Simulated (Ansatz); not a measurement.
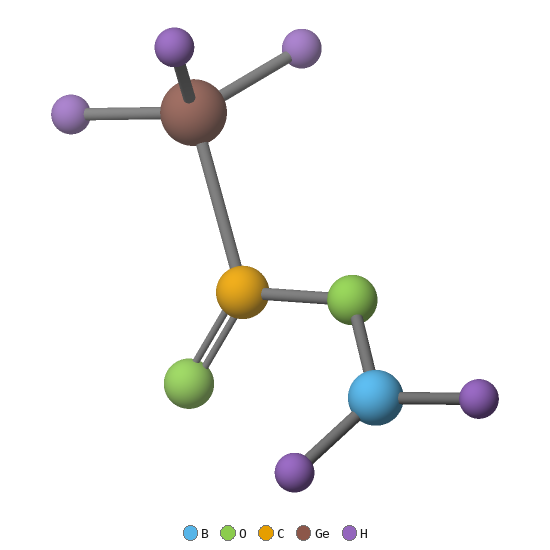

Computed geometry: PBE0-D4/def2-TZVP optimisation. Properties computed with RKS PBE-D4/def2-TZVPP (Ansatz 0.2.0).

Computed properties:

The species is CH₅BGeO₂ (`BO[C](=O)[GeH3]`).
- dipole moment: 1.78 D
- HOMO energy (Kohn–Sham orbital): −6.66 eV
- LUMO energy (Kohn–Sham orbital): −2.62 eV
- HOMO–LUMO gap: 4.04 eV
- dispersion correction: −18.5 kJ/mol
